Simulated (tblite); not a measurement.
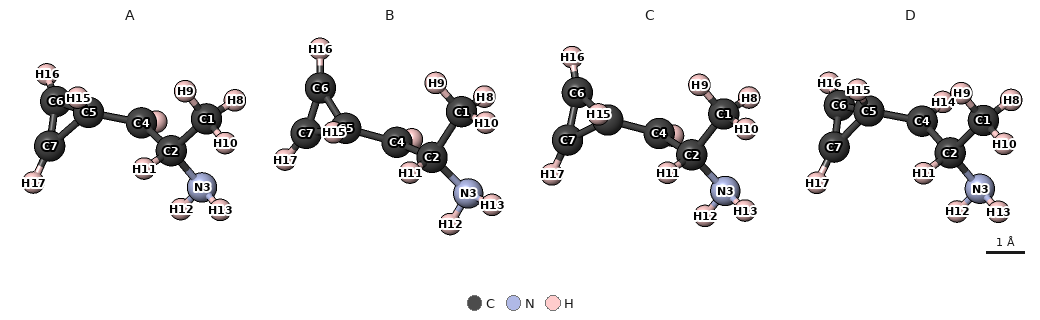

4 geometries from one relaxation of C₆H₁₀N (multiplicity 2), in shuffled order. Style: ball-and-stick. Shown at a tilt.

These are results of GFN2-xTB geometry optimisation, gas phase (tblite), not measurements. 

**Put them in the order of the run, from the start to the converged end.**

D, A, C, B. They are steps 0, 31, 46, 92, at +57.2 kJ/mol, +17.4 kJ/mol, +6.49 kJ/mol relative to the last. H16 moves most after the best rigid fit: 1.39 Å. By element the largest moves are H 1.39 Å, C 0.65 Å, N 0.40 Å. Among the contacts that change: C5–C6 1.433 → 1.528 Å, C5–C7 1.434 → 1.525 Å, C4–C5 1.460 → 1.436 Å, C1–H10 1.109 → 1.088 Å. Bond angles that change, for instance: C5–C6–H16 148.2° → 144.0°, N3–C2–H11 108.8° → 112.7°, C4–C5–C6 116.6° → 120.5°. Groups turn about C4–C5 by about 70°. The energy falls by 57.2 kJ/mol in 92 geometry steps. Cost: 0.41 s on 1 thread of Arm Neoverse V2, on a shared host.
